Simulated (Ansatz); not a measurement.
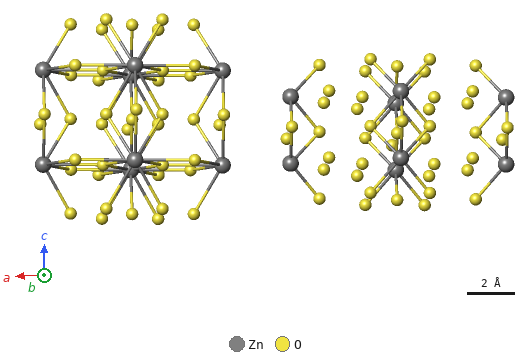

Two geometries of crystalline ZnO$_{5}$ (a generated structure, set up in P-62m) (coarse preliminary run), drawn at one scale. One is the start of a relaxation, the other its converged end. A ball-and-stick model of the atoms within 5.0 Å of the atom that moves most (axes of the cell of the calculation), seen from a free direction.

Theory: DFT PBE, scalar-relativistic, plane waves, PAW in Ansatz. Set-up: plane-wave cutoff 420 eV; k-point mesh 6 × 6 × 4; occupations gaussian; smearing width 0.1 eV; collinear spin; cell and atoms relaxed; force threshold 0.04 eV/Å; at most 70 steps.

Which of the two is the end point?

Answer. The right one is the relaxed one. The largest moves relative to the cell, 0.20 Å, are those of O atoms. Zn stays in place. Cell: a = b 4.437 → 5.332 Å (+20.2 %), c 4.069 → 2.874 Å (−29.4 %). Volume +2.0 %. Among the contacts that change: O–Zn 2.562 → 3.078 Å, O–Zn 2.463 → 2.053 Å. The space group stays P-62m (No. 189). After 12 accepted moves (15 points after the start) the energy has fallen by 159 meV per atom. Largest force component: 0.28 eV/Å at the start, 0.023 eV/Å at the end. The pressure goes from −9.33 to 0.09 GPa. The SCF was repeated 3 times at an unchanged geometry on a basis and grid sized afresh for the cell, which shifted the energy by 16.0 meV per atom at most.

Limits of the set-up: the k-point mesh is coarse for a cell with partly filled bands; layers or molecules are held without a dispersion correction, so their spacing is unreliable.
